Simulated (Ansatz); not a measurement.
System: Ge2W3.

The calculation's input:

```
crystal:
  lattice:
    - [4.6121056056, 0.0, 0.0]
    - [0.0, 4.6121056056, 0.0]
    - [0.0, 0.0, 4.6121056056]
  atoms:
    - { symbol: Ge, position: [0.5, 0.5, 0.5] }
    - { symbol: Ge, position: [0.0, 0.0, 0.0] }
    - { symbol: W, position: [0.0, 0.5, 0.5] }
    - { symbol: W, position: [0.5, 0.0, 0.5] }
    - { symbol: W, position: [0.5, 0.5, 0.0] }
basis:
  ecutwfc: 420
kpoints:
  mp_grid: { grid: [8, 8, 8] }
hamiltonian:
  xc: pbe
scf:
  occupations: { method: gaussian, width: 0.1 }
output:
  forces: true
  stress: true
  eigenvalues: true
  write_density: true
  write_potential: true
  elf: true
  volumetric_format: npy
relax:
  adjacent_minimum: "off"
  f_tol: 0.01
  max_steps: 80
  cell: { stress_tol: 0.05 }
```

Launched as:

```sh
ansatz run input.yaml --threads 1 --pin off --max-ram 2560MiB --backend cpu --events-out ev --progress --plain --runs-dir out
```

Below, planes, directions and counts refer to the conventional cell (a = 4.61 Å, b = 4.61 Å, c = 4.61 Å, α = 90.00°, β = 90.00°, γ = 90.00°).

Space group Pm-3m; a structure generated by program, which may or may not match a known phase.

The calculation used Ansatz 0.2.0, DFT PBE, scalar-relativistic, plane waves, PAW.

Q: What can the converged valence pseudo-density and electron localisation function tell about the bonding?

A: Ge–W (2.31 Å): ρ at the midpoint is about 0.66 e/Å³; the ELF is about 0.35 at the midpoint.

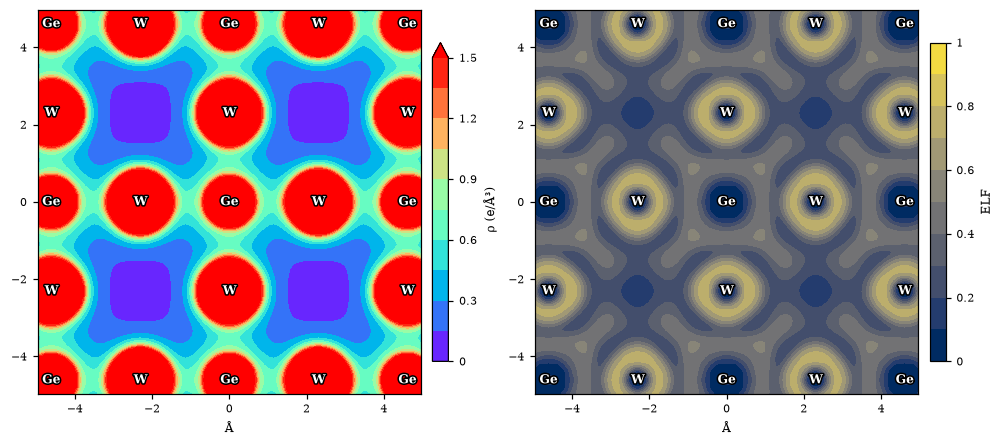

Computed valence pseudo-density and electron localisation function on the (001) plane of the conventional cell, in this order. 

Core electrons are frozen (PAW), and the valence fields are smoothed inside the atomic spheres.
